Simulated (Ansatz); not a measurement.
## Electronic structure of CH5FOSeSi in real space

```yaml
atoms:
  - { symbol: F, position_ang: [-1.9584, 0.2619, 1.1317] }
  - { symbol: C, position_ang: [-0.6884, 0.7177, 1.1423] }
  - { symbol: O, position_ang: [0.1481, -0.3726, 0.9464] }
  - { symbol: Si, position_ang: [0.1789, -0.8874, -0.6937] }
  - { symbol: Se, position_ang: [1.3638, 0.4794, -2.0149] }
  - { symbol: H, position_ang: [-0.4829, 1.1749, 2.1405] }
  - { symbol: H, position_ang: [-0.4880, 1.5318, 0.4002] }
  - { symbol: H, position_ang: [0.6837, -2.2450, -0.7924] }
  - { symbol: H, position_ang: [-1.2814, -0.8909, -1.1307] }
  - { symbol: H, position_ang: [2.6077, 0.1792, -1.1264] }
```

Not at a stationary point (largest force 1.7 eV/Å).

Level of theory: SCF r2SCAN0, Gaussian basis in Ansatz 0.2.0.

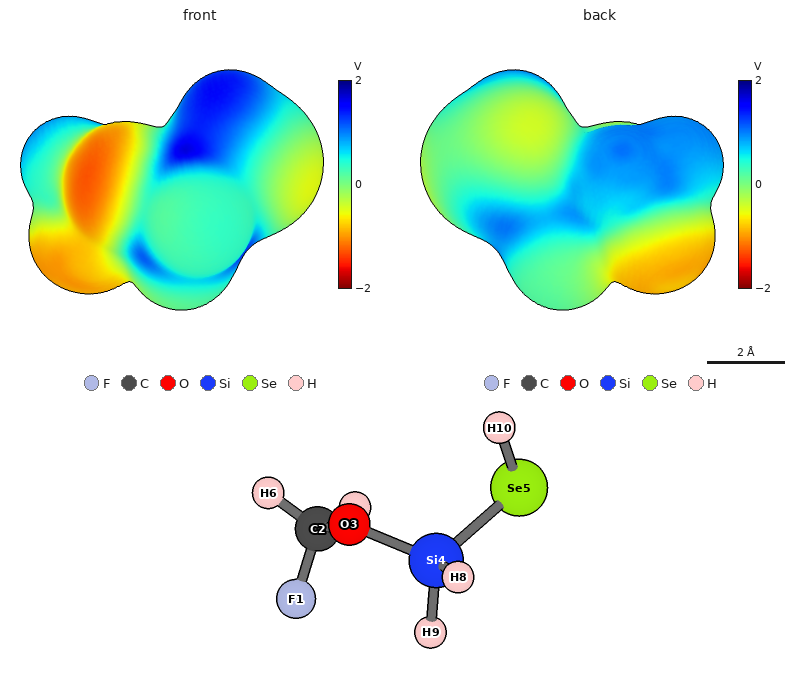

Figure 1. The electrostatic potential painted on the density surface at 0.002 e/bohr³, seen from the front and from behind; the colour scale runs from red (negative) to blue (positive). The bare structure is drawn below in the same view.

Q: Where is the surface potential most negative and most positive?

A: The most negative region (about −1.2 V) lies over O3, the most positive (about +1.5 V) over Si4 and H10. O3 is the likeliest acceptor of a hydrogen bond.

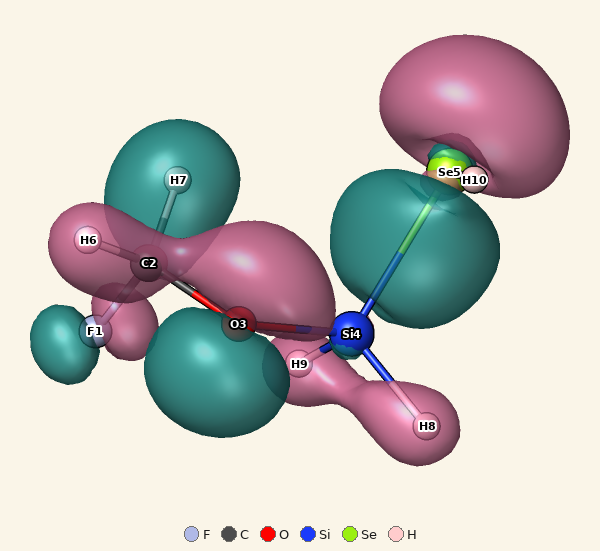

Figure 2. The HOMO−1 at ±0.1 Å⁻³ᐟ² (teal and pink are the two phases), seen at a tilt.

Q: What is the character of this orbital?

A: Its weight (Hirshfeld) is mainly on O3 (about 35 %), Se5 (about 30 %), Si4 (about 10 %) and C2 (about 10 %). Its energy is −8.97 eV.

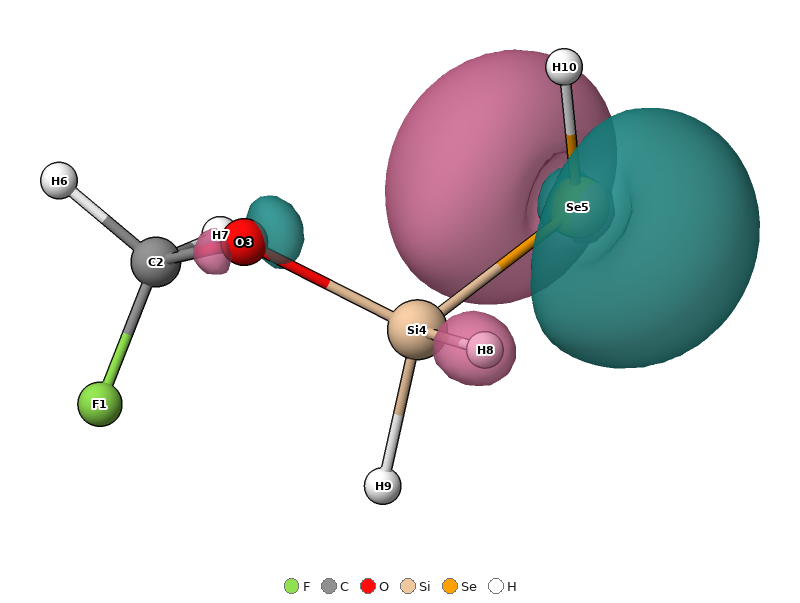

Figure 3. The HOMO at ±0.15 Å⁻³ᐟ² (teal and pink are the two phases), seen at a tilt.

Q: What is the character of this orbital?

A: By Hirshfeld shares it lies mainly on Se5 (about 85 %); largely a lone pair of Se5. Its energy is −7.66 eV.
